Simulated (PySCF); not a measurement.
System: C9H14Si (SMILES CC#CC#CCC[SiH](C)C).

```yaml
atoms:
  - { symbol: C, position_ang: [6.2280, -0.8837, 0.9437] }
  - { symbol: C, position_ang: [4.8705, -0.4571, 0.7045] }
  - { symbol: C, position_ang: [3.7378, -0.0944, 0.5024] }
  - { symbol: C, position_ang: [2.4635, 0.3183, 0.2718] }
  - { symbol: C, position_ang: [1.3438, 0.7145, 0.0560] }
  - { symbol: C, position_ang: [-0.0196, 1.1309, -0.1816] }
  - { symbol: C, position_ang: [-1.0129, 0.0247, 0.1933] }
  - { symbol: Si, position_ang: [-2.8316, 0.5486, -0.0578] }
  - { symbol: C, position_ang: [-3.9715, -0.8440, 0.5533] }
  - { symbol: C, position_ang: [-3.1592, 0.8885, -1.9023] }
  - { symbol: H, position_ang: [6.6979, -0.2383, 1.6869] }
  - { symbol: H, position_ang: [6.2413, -1.9107, 1.3105] }
  - { symbol: H, position_ang: [6.8047, -0.8329, 0.0193] }
  - { symbol: H, position_ang: [-0.1331, 1.3908, -1.2386] }
  - { symbol: H, position_ang: [-0.2256, 2.0299, 0.4081] }
  - { symbol: H, position_ang: [-0.8449, -0.2545, 1.2353] }
  - { symbol: H, position_ang: [-0.7859, -0.8636, -0.4005] }
  - { symbol: H, position_ang: [-3.0906, 1.7771, 0.7189] }
  - { symbol: H, position_ang: [-5.0150, -0.5755, 0.4228] }
  - { symbol: H, position_ang: [-3.8018, -1.7698, 0.0113] }
  - { symbol: H, position_ang: [-3.8161, -1.0495, 1.6078] }
  - { symbol: H, position_ang: [-4.2006, 1.1453, -2.0725] }
  - { symbol: H, position_ang: [-2.5575, 1.7142, -2.2708] }
  - { symbol: H, position_ang: [-2.9334, 0.0192, -2.5144] }
```

Geometry: GFN2-xTB.

Theory: PBE0/pcSseg-1, SCF density, gas phase, non-relativistic in PySCF 2.14.0.

**What will maps of the electron density and electron localisation function show?**

C–C (1.21 Å): the density is about 2.7 e/Å³ at the midpoint; the ELF peaks at about 0.85 between the atoms: a short, multiple covalent bond.
C–Si (1.90 Å): ρ is about 0.91 e/Å³ halfway; the ELF peaks at about 0.95 between the atoms: a shared electron pair.
C–H (1.09 Å): the density is about 1.9 e/Å³ at the midpoint; the ELF climbs to about 1 towards the hydrogen, as it does in any bond to H: an ordinary covalent bond to hydrogen.
C–C (1.36 Å): the density is about 2.1 e/Å³ at the midpoint; the ELF peaks at about 0.95 between the atoms; a covalent bond.

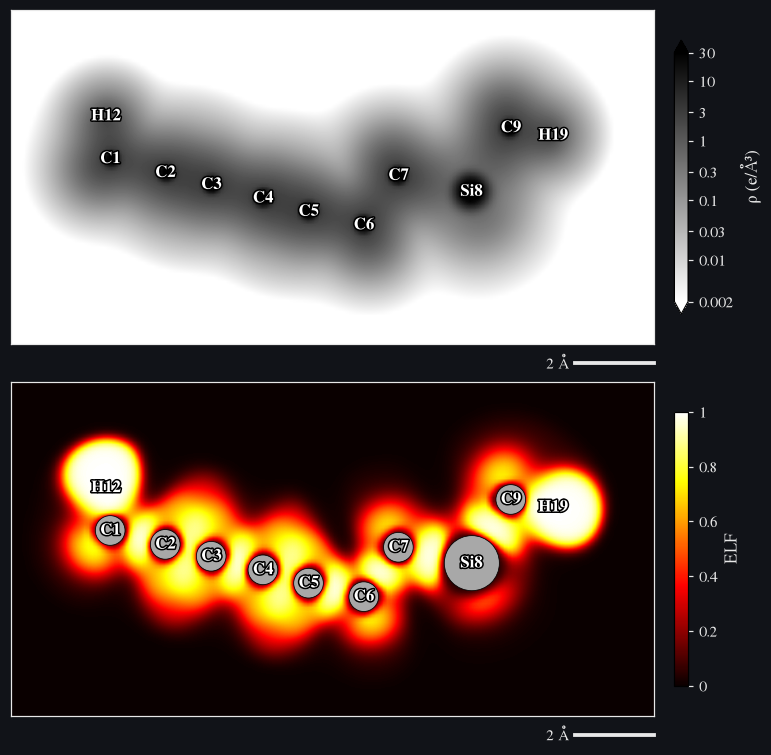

Computed electron density and electron localisation function on the plane of atoms C6, C7 and Si8, in this order. Grey discs cover the atomic cores in the ELF map. 
